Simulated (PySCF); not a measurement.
# C2H13NSi3 (SMILES CN[SiH2]C([SiH3])[SiH3]): what the fields show

```yaml
atoms:
  - { symbol: C, position_ang: [3.1456, 0.2051, 0.1265] }
  - { symbol: N, position_ang: [1.7404, 0.5118, 0.0423] }
  - { symbol: Si, position_ang: [0.6239, -0.4804, -0.8045] }
  - { symbol: C, position_ang: [-1.0923, 0.2867, -0.5454] }
  - { symbol: Si, position_ang: [-2.4094, -0.7552, -1.4242] }
  - { symbol: Si, position_ang: [-1.5075, 0.5921, 1.2831] }
  - { symbol: H, position_ang: [3.7051, 0.5404, -0.7545] }
  - { symbol: H, position_ang: [3.2595, -0.8733, 0.2076] }
  - { symbol: H, position_ang: [3.5820, 0.6715, 1.0120] }
  - { symbol: H, position_ang: [1.5730, 1.5060, 0.0669] }
  - { symbol: H, position_ang: [0.7414, -1.8120, -0.2022] }
  - { symbol: H, position_ang: [0.8988, -0.6077, -2.2513] }
  - { symbol: H, position_ang: [-1.0886, 1.2636, -1.0377] }
  - { symbol: H, position_ang: [-3.7253, -0.1175, -1.3086] }
  - { symbol: H, position_ang: [-2.0896, -0.8826, -2.8493] }
  - { symbol: H, position_ang: [-2.4718, -2.0946, -0.8376] }
  - { symbol: H, position_ang: [-2.8345, 1.2139, 1.3917] }
  - { symbol: H, position_ang: [-0.5449, 1.5119, 1.8996] }
  - { symbol: H, position_ang: [-1.5156, -0.6707, 2.0235] }
```

Geometry: GFN2-xTB.

Computed with PBE0/pcSseg-1, SCF density, gas phase, non-relativistic in PySCF 2.14.0.

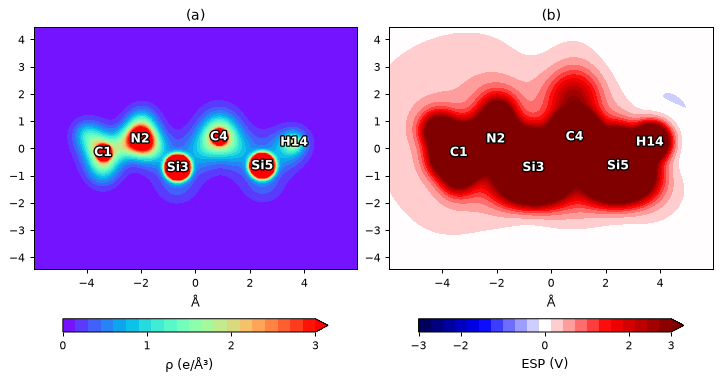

Figure 1. (a) electron density; (b) molecular electrostatic potential on the plane of atoms C1, N2 and Si3.

> What do the fields say about this system?

The plane passes through C, N, Si and H nuclei.
C–N (1.44 Å): ρ at the midpoint is about 1.9 e/Å³.
Si–N (1.72 Å): ρ is about 1.1 e/Å³ halfway.
C–Si (1.90 Å): ρ is about 0.88 e/Å³ halfway.
Si–H (1.47 Å): ρ is about 0.8 e/Å³ halfway.
The potential has no marked negative region in this plane.

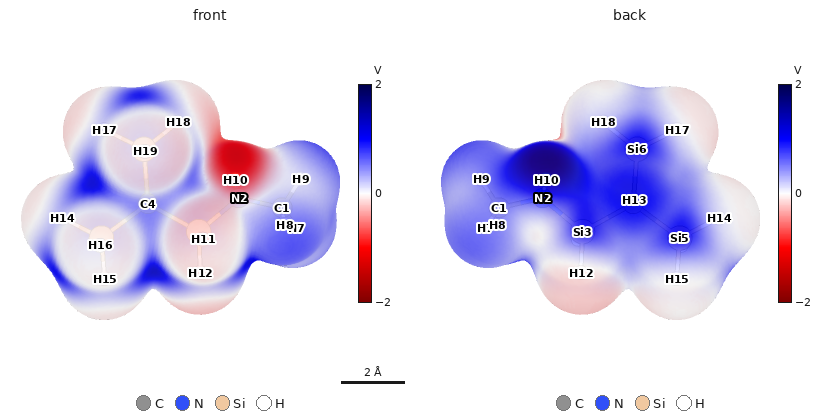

Figure 2. The molecular electrostatic potential painted on the density surface at 0.002 e/bohr³, seen from the front and from behind; red is negative and blue positive.

> Where is the surface potential most negative and most positive?

The most negative region (about −1.1 V) lies over N2, the most positive (about +1.6 V) over H10. N2 is the likeliest acceptor of a hydrogen bond.

> What dipole moment does the calculation give?

Its dipole moment is 1.66 D.
